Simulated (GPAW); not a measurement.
# Near-edge structure at the Mo L₃ edge of Si2Mo (I4/mmm), part 3 of 4

How does the Mo L₃ edge of Si2Mo (I4/mmm) move when the bonds are compressed or stretched?

GPAW 26.7.0; X-ray absorption from dipole matrix elements to empty bands, plane-wave PAW LDA.

So far. Step 4 (Spectrum with XCH, Mo atom 1): The energy difference (zero at 2545 eV) isn't read as a photon energy: for so heavy an absorber the terms left out (core spin–orbit splitting, the hole's spin, the functional's error) amount to tens of eV or more. Step 6 (Spectrum with XCH, Mo atom 1): The scaled spectrum changes by 7 % r.m.s. The highest intensity below 24 eV goes from 1.4 eV (2.96) to 1.6 eV (2.78).

The database entry behind the starting cell is an old determination (1927), so it need not match the best structure at ambient conditions.

### Step 8. Spectrum with XCH, Mo atom 1

Shorter bonds are expected to push antibonding states and scattering resonances up, and longer ones down; the cell is scaled to test that.

Changed against the first core-hole run: volume scale from 1 to 0.97.

The input, xas.py:

```python
import numpy as np
from ase import Atoms
from ase.parallel import parprint, paropen
from gpaw import GPAW, PW, FermiDirac, Mixer, MixerDif, setup_paths
from gpaw.test import gen
setup_paths.insert(0, '.')
gen('Mo', name='fch2p', xcname='LDA', corehole=(2, 1, 1), write_xml=True)
from gpaw.mpi import world
world.barrier()

atoms = Atoms('Mo5Si10',
    cell=[[1.58383728, 4.75151184, -3.89079527],
     [4.75151184, -1.58383728, -3.89079527],
     [-1.58383728, -4.75151184, -3.89079527]],
    scaled_positions=[[0, 0, 0],
     [0.2, 0.4, 0.4],
     [0.6, 0.2, 0.2],
     [0.4, 0.8, 0.8],
     [0.8, 0.6, 0.6],
     [0.333, 0, 0.333],
     [0.533, 0.4, 0.733],
     [0.933, 0.2, 0.533],
     [0.733, 0.8, 0.133],
     [0.133, 0.6, 0.933],
     [0.667, 0, 0.667],
     [0.867, 0.4, 0.067],
     [0.267, 0.2, 0.867],
     [0.067, 0.8, 0.467],
     [0.467, 0.6, 0.267]],
    pbc=True)
atoms.calc = calc = GPAW(legacy_gpaw=True, mode=PW(430, force_complex_dtype=True), xc='LDA', setups={0: 'fch2p'},
    kpts={'size': (5, 5, 5), 'gamma': True}, occupations=FermiDirac(0.1),
    charge=-1, mixer=Mixer(0.1, 5, 50), maxiter=150,
    convergence={'density': 0.0001, 'eigenstates': 1e-6}, txt='scf.txt')
energy = atoms.get_potential_energy() + calc.get_reference_energy()
ef = calc.get_fermi_level()
out = dict(energy=energy, fermi=ef, forces=atoms.get_forces().tolist())
parprint(f'all-electron energy {energy:.4f} eV, Fermi level {ef:.4f} eV')
ev = np.array([[calc.get_eigenvalues(k, s) for k in range(len(calc.get_ibz_k_points()))] for s in range(calc.get_number_of_spins())])
out['homo'], out['lumo'], out['counts'] = ev[ev < ef].max(), ev[ev > ef].min(), sorted(set((ev < ef).sum((0, 2)).tolist()))
out['filled'] = (ev[:, 0] < ef).sum(1).tolist()

from ase.units import Ha
from gpaw.xas import dipole_matrix_elements
nb = int(calc.get_number_of_electrons() / 2) + 144
top, nb = nb, nb + 8 + nb // 12
nscf = calc.fixed_density(kpts={'size': (7, 7, 7), 'gamma': True}, nbands=nb,
    convergence={'bands': top, 'eigenstates': 5e-3}, maxiter=60, txt='nscf.txt')
cell = atoms.cell.array
ops = [cell.T @ U.T @ np.linalg.inv(cell.T) for U in nscf.wfs.kd.symmetry.op_scc]
E = np.arange(-6, 34, 0.1)
fwhm = np.interp(E, [4, 25], [1.78, 3.5])
Y, X, zero, highest = 0, 0, 1e9, 1e9
for spin in range(nscf.get_number_of_spins()):
    wfs = nscf.wfs
    mine = wfs.bd.get_slice()  # this rank's bands
    A = dipole_matrix_elements(wfs.setups[0])
    eps = np.zeros((wfs.kd.nibzkpts, nb))
    d = np.zeros((3, A.shape[1], wfs.kd.nibzkpts, nb), complex)
    for kpt in wfs.kpt_u:
        if kpt.s == spin and 0 in kpt.P_ani:
            eps[kpt.k, mine] = kpt.eps_n * Ha
            d[:, :, kpt.k, mine] = (kpt.weight * wfs.nspins / 2) ** 0.5 * np.inner(A, kpt.P_ani[0])
    world.sum(eps)
    world.sum(d)
    T = np.einsum('amkn,bmkn->abkn', d, d.conj()).real
    T = sum(np.einsum('ai,ijkn,bj->abkn', R, T, R) for R in ops) / len(ops)
    empty = eps > ef
    zero, highest = min(zero, eps[empty].min()), min(highest, eps[:, top - 1].min())
    lines = [(eps, T, empty)] if spin == 0 else lines + [(eps, T, empty)]
for eps, T, empty in lines:
    f = np.einsum('aakn->akn', T).reshape(3, -1)
    x = eps.ravel() - zero
    w = np.interp(x, E, fwhm) / 2.35482
    g = np.exp(-0.5 * ((E[:, None] - x) / w) ** 2) / (w * (2 * np.pi) ** 0.5)
    Y = Y + (f * empty.ravel()) @ g.T
    X = X + (f * ~empty.ravel()) @ g.T
out.update(E=E.round(2).tolist(), xas=Y.tolist(), xes=X.tolist(), zero=zero, valid=highest - zero, nk=len(eps), nb=nb)
for i in range(0, len(E), 10):
    parprint(f'{E[i]:7.2f}', *(f'{v:10.3e}' for v in Y[:, i]))
import json
with paropen('out.json', 'w') as f:
    json.dump(out, f)
```

Command:

```console
$ OMP_NUM_THREADS=1 mpirun -n 4 gpaw python xas.py
```

Numbers of over 12 decimals in the logs are rounded to 6 here.

Log:

```text
Input parameters:
  charge: -1
  convergence: {density: 0.0001,
                eigenstates: 1e-06}
  kpts: {gamma: True,
         size: (5, 5, 5)}
  maxiter: 150
  mixer: {backend: pulay,
          beta: 0.1,
          method: separate,
          nmaxold: 5,
          weight: 50}
  mode: {ecut: 430.0,
         force_complex_dtype: True,
         name: pw}
  occupations: {fixmagmom: False,
[...]
*d    :     0.464782
--------------------------------

Diagonalizing with gridspacing h=0.050

state   all-electron     PAW
-------------------------------
4s:      -2.902441    -2.903099
4p:      -1.920775    -1.922004
4d:      -0.535218    -0.537058
*f:                   -0.026104
-------------------------------
all-electron energy -626271.5571 eV, Fermi level 12.5275 eV
[...]
32.00  7.118e-06  7.118e-06  8.737e-06
  33.00  7.028e-06  7.028e-06  8.794e-06
[key lines of the parts left out:]
Converged after 17 iterations.
Dipole moment: (-0.000000, 0.000000, 0.000000) |e|*Ang
Free energy:   -139.340069
Fermi level: 12.52748
```

Elapsed: 2.9 min, on 4 MPI ranks of Intel Xeon at 2.60GHz (Ice Lake), shared host; peak memory 0.66 GiB; 12 min of CPU time.

```csv
E (eV),first run,this run
-2.0,0.01,0.01
-1.0,0.22,0.21
0.0,1.35,1.27
1.0,2.81,2.68
2.0,2.68,2.66
3.0,2.08,2.07
4.0,1.64,1.65
5.0,1.24,1.26
6.0,1.00,1.04
7.0,0.82,0.85
8.0,0.72,0.74
9.0,0.66,0.69
10.0,0.60,0.64
11.0,0.56,0.59
12.0,0.57,0.58
13.0,0.59,0.60
14.0,0.52,0.54
15.0,0.44,0.44
16.0,0.44,0.42
17.0,0.48,0.45
18.0,0.52,0.50
19.0,0.54,0.54
20.0,0.53,0.54
21.0,0.47,0.49
22.0,0.41,0.43
23.0,0.38,0.38
24.0,0.36,0.36
25.0,0.35,0.34
26.0,0.34,0.34
27.0,0.36,0.34
28.0,0.39,0.37
29.0,0.44,0.40
30.0,0.49,0.45
31.0,0.53,0.49
```

The scaled spectrum changes by 3 % r.m.s. The highest intensity below 24 eV stays at 1.4 eV.

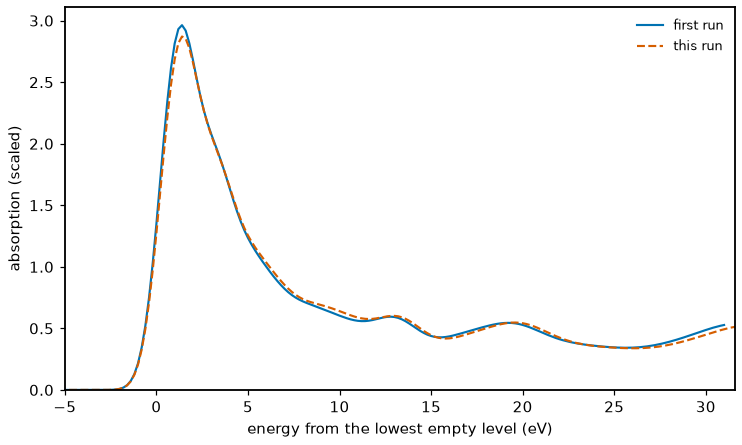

The effect of the change (volume scale from 1 to 0.97).

The photon energy of the zero moves by -0.05 eV.

### Step 9. Supercell without a hole, the energy reference

The cell changes for the next run, so it gets a reference energy of its own.

The cell differs from the one that the last finished run ended in (a 6.342 → 6.470 Å, b 6.342 → 6.470 Å, c 6.342 → 6.470 Å).

The input, scf.py:

```python
import numpy as np
from ase import Atoms
from ase.parallel import parprint, paropen
from gpaw import GPAW, PW, FermiDirac, Mixer, MixerDif, setup_paths
from gpaw.test import gen
setup_paths.insert(0, '.')
gen('Mo', name='nch2p', xcname='LDA', corehole=(2, 1, 0), write_xml=True)
from gpaw.mpi import world
world.barrier()

atoms = Atoms('Mo5Si10',
    cell=[[1.61584261, 4.84752784, -3.96941837],
     [4.84752784, -1.61584261, -3.96941837],
     [-1.61584261, -4.84752784, -3.96941837]],
    scaled_positions=[[0, 0, 0],
     [0.2, 0.4, 0.4],
     [0.6, 0.2, 0.2],
     [0.4, 0.8, 0.8],
     [0.8, 0.6, 0.6],
     [0.333, 0, 0.333],
     [0.533, 0.4, 0.733],
     [0.933, 0.2, 0.533],
     [0.733, 0.8, 0.133],
     [0.133, 0.6, 0.933],
     [0.667, 0, 0.667],
     [0.867, 0.4, 0.067],
     [0.267, 0.2, 0.867],
     [0.067, 0.8, 0.467],
     [0.467, 0.6, 0.267]],
    pbc=True)
atoms.calc = calc = GPAW(legacy_gpaw=True, mode=PW(430, force_complex_dtype=True), xc='LDA', setups={0: 'nch2p'},
    kpts={'size': (5, 5, 5), 'gamma': True}, occupations=FermiDirac(0.1),
    charge=0, mixer=Mixer(0.1, 5, 50), maxiter=150,
    convergence={'density': 0.0001, 'eigenstates': 1e-6}, txt='scf.txt')
energy = atoms.get_potential_energy() + calc.get_reference_energy()
ef = calc.get_fermi_level()
out = dict(energy=energy, fermi=ef, forces=atoms.get_forces().tolist())
parprint(f'all-electron energy {energy:.4f} eV, Fermi level {ef:.4f} eV')
ev = np.array([[calc.get_eigenvalues(k, s) for k in range(len(calc.get_ibz_k_points()))] for s in range(calc.get_number_of_spins())])
out['homo'], out['lumo'], out['counts'] = ev[ev < ef].max(), ev[ev > ef].min(), sorted(set((ev < ef).sum((0, 2)).tolist()))
out['filled'] = (ev[:, 0] < ef).sum(1).tolist()
import json
with paropen('out.json', 'w') as f:
    json.dump(out, f)
```

Command:

```console
$ OMP_NUM_THREADS=1 mpirun -n 4 gpaw python scf.py
```

Log:

```text
Input parameters:
  convergence: {density: 0.0001,
                eigenstates: 1e-06}
  kpts: {gamma: True,
         size: (5, 5, 5)}
  maxiter: 150
  mixer: {backend: pulay,
          beta: 0.1,
          method: separate,
          nmaxold: 5,
          weight: 50}
  mode: {ecut: 430.0,
         force_complex_dtype: True,
         name: pw}
  occupations: {fixmagmom: False,
                name: fermi-dirac,
[...]
5s(1) :    -0.158732     0.977403
4p(6) :    -1.418343     0.336432
5p(0) :    -0.042684     0.983393
4d(5) :    -0.144545     0.664974
*d    :     0.855455
--------------------------------

Diagonalizing with gridspacing h=0.050

state   all-electron     PAW
-------------------------------
4s:      -2.366080    -2.366752
4p:      -1.418343    -1.419647
4d:      -0.144545    -0.146057
*f:                    0.066505
-------------------------------
all-electron energy -628816.3918 eV, Fermi level 11.4480 eV
[key lines of the parts left out:]
Converged after 16 iterations.
Dipole moment: (-0.000000, -0.000000, -0.000000) |e|*Ang
Free energy:   -130.226301
Fermi level: 11.44801
```

It took 42 s on 4 MPI ranks; peak memory 0.31 GiB; 2.8 min of CPU time.

Reference energy: -628816.392 eV with the cores included.

### Step 10. Spectrum with XCH, Mo atom 1

Shorter bonds are expected to push antibonding states and scattering resonances up, and longer ones down; the cell is scaled to test that.

Changed against the first core-hole run: volume scale from 1 to 1.03.

Edit xas.py of step 8 so:

```diff
@@ -11,5 +11,5 @@
 atoms = Atoms('Mo5Si10',
-    cell=[[1.58383728, 4.75151184, -3.89079527],
-     [4.75151184, -1.58383728, -3.89079527],
-     [-1.58383728, -4.75151184, -3.89079527]],
+    cell=[[1.61584261, 4.84752784, -3.96941837],
+     [4.84752784, -1.61584261, -3.96941837],
+     [-1.61584261, -4.84752784, -3.96941837]],
     scaled_positions=[[0, 0, 0],
@@ -44,3 +44,3 @@
 from gpaw.xas import dipole_matrix_elements
-nb = int(calc.get_number_of_electrons() / 2) + 144
+nb = int(calc.get_number_of_electrons() / 2) + 151
 top, nb = nb, nb + 8 + nb // 12
```

Command:

```console
$ OMP_NUM_THREADS=1 mpirun -n 4 gpaw python xas.py
```

Log:

```text
Input parameters:
  charge: -1
  convergence: {density: 0.0001,
                eigenstates: 1e-06}
  kpts: {gamma: True,
         size: (5, 5, 5)}
  maxiter: 150
  mixer: {backend: pulay,
          beta: 0.1,
          method: separate,
          nmaxold: 5,
          weight: 50}
  mode: {ecut: 430.0,
         force_complex_dtype: True,
         name: pw}
  occupations: {fixmagmom: False,
[...]
*d    :     0.464782
--------------------------------

Diagonalizing with gridspacing h=0.050

state   all-electron     PAW
-------------------------------
4s:      -2.902441    -2.903099
4p:      -1.920775    -1.922004
4d:      -0.535218    -0.537058
*f:                   -0.026104
-------------------------------
all-electron energy -626271.0497 eV, Fermi level 11.5819 eV
[...]
32.00  7.403e-06  7.403e-06  9.269e-06
  33.00  7.324e-06  7.324e-06  8.729e-06
[key lines of the parts left out:]
Converged after 19 iterations.
Dipole moment: (-0.000000, -0.000000, -0.000000) |e|*Ang
Free energy:   -138.838751
Fermi level: 11.58193
```

Elapsed: 3 min, on 4 MPI ranks; peak memory 0.68 GiB.

```csv
E (eV),first run,this run
-2.0,0.01,0.01
-1.0,0.22,0.22
0.0,1.35,1.40
1.0,2.81,2.93
2.0,2.68,2.70
3.0,2.08,2.09
4.0,1.64,1.63
5.0,1.24,1.21
6.0,1.00,0.97
7.0,0.82,0.80
8.0,0.72,0.70
9.0,0.66,0.63
10.0,0.60,0.57
11.0,0.56,0.54
12.0,0.57,0.57
13.0,0.59,0.58
14.0,0.52,0.50
15.0,0.44,0.44
16.0,0.44,0.45
17.0,0.48,0.49
18.0,0.52,0.53
19.0,0.54,0.54
20.0,0.53,0.51
21.0,0.47,0.45
22.0,0.41,0.41
23.0,0.38,0.38
24.0,0.36,0.36
25.0,0.35,0.35
26.0,0.34,0.35
27.0,0.36,0.38
28.0,0.39,0.42
29.0,0.44,0.47
30.0,0.49,0.53
31.0,0.53,0.56
```

Against the first run the r.m.s. difference is 3 %. The highest intensity below 24 eV stays at 1.4 eV.

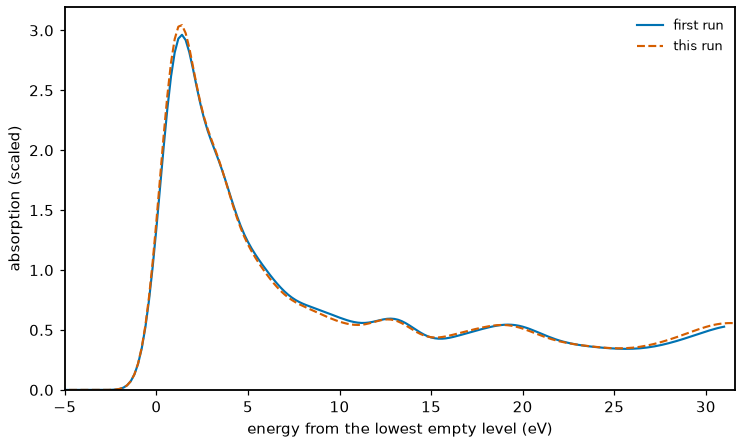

The effect of the change (volume scale from 1 to 1.03).

The photon energy of the zero moves by +0.04 eV.

### Step 11. Reference energy of the supercell

The cell changes for the next run, so it gets a reference energy of its own.

The cell differs from the one that the last finished run ended in (a 6.470 → 6.533 Å, b 6.470 → 6.533 Å, c 6.470 → 6.533 Å).

Edit scf.py of step 9 so:

```diff
@@ -11,5 +11,5 @@
 atoms = Atoms('Mo5Si10',
-    cell=[[1.61584261, 4.84752784, -3.96941837],
-     [4.84752784, -1.61584261, -3.96941837],
-     [-1.61584261, -4.84752784, -3.96941837]],
+    cell=[[1.63138052, 4.89414155, -4.0075882],
+     [4.89414155, -1.63138052, -4.0075882],
+     [-1.63138052, -4.89414155, -4.0075882]],
     scaled_positions=[[0, 0, 0],
```

Command:

```console
$ OMP_NUM_THREADS=1 mpirun -n 4 gpaw python scf.py
```

Log:

```text
Input parameters:
  convergence: {density: 0.0001,
                eigenstates: 1e-06}
  kpts: {gamma: True,
         size: (5, 5, 5)}
  maxiter: 150
  mixer: {backend: pulay,
          beta: 0.1,
          method: separate,
          nmaxold: 5,
          weight: 50}
  mode: {ecut: 430.0,
         force_complex_dtype: True,
         name: pw}
  occupations: {fixmagmom: False,
                name: fermi-dirac,
[...]
5s(1) :    -0.158732     0.977403
4p(6) :    -1.418343     0.336432
5p(0) :    -0.042684     0.983393
4d(5) :    -0.144545     0.664974
*d    :     0.855455
--------------------------------

Diagonalizing with gridspacing h=0.050

state   all-electron     PAW
-------------------------------
4s:      -2.366080    -2.366752
4p:      -1.418343    -1.419647
4d:      -0.144545    -0.146057
*f:                    0.066505
-------------------------------
all-electron energy -628815.8757 eV, Fermi level 11.0308 eV
[key lines of the parts left out:]
Converged after 16 iterations.
Dipole moment: (0.000000, -0.000000, -0.000000) |e|*Ang
Free energy:   -129.713627
Fermi level: 11.03080
```

The job ended after 39 s (4 MPI ranks; peak memory 0.32 GiB).

Reference energy: -628815.876 eV with the cores included.

[end of part 3 of 4]

[Banner, clock and machine lines of the logs are left out without a mark of their own.]

[Logs are printed without paths, hosts, clocks, repeated set-up lines and the standing remarks that a program may print on its own settings, such as how far it seeks lower states.]

[Hosts, paths, dates, database ids (printed as entryN), source tags and the programs' standing remarks are cut or masked in the printed files.]

[Lists of maxima count a maximum above −3 eV only where it reaches 4 % of the highest in the window and stands out from its surroundings by 2 % of it (1.5 % where it reaches 55 %); shoulders and weaker maxima are passed over, and of the rest the first, up to two pre-edge ones and the few strongest are named.]
